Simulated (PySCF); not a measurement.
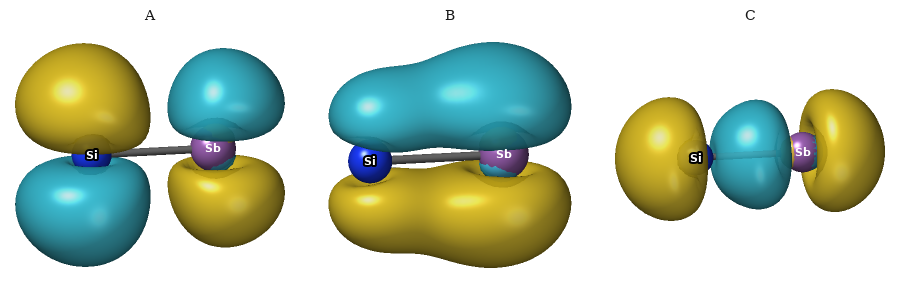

Figure 1: SiSb (charge +1, triplet). Three frontier α-spin orbitals, each drawn at the value that holds 80 % of its norm (yellow and cyan are the two phases), in no order; of a degenerate pair one member is drawn.

Core potentials replace the inner electrons of Sb.

Computed with PBE0/def2-SVP, non-relativistic Hamiltonian with scalar-relativistic core potentials where named, at a bond length of 2.540 Å (PySCF 2.14.0).

> Label each orbital by symmetry, say whether it is occupied, and order them by energy.

Orbital B: π, occupied in this spin, −12.78 eV; mainly on Sb (70 %).
Orbital C: σ, occupied in this spin, −12.65 eV; shared between the atoms (Si 50 %, Sb 50 %).
Orbital A: π, empty in this spin, −8.81 eV; antibonding, with a node between the atoms.
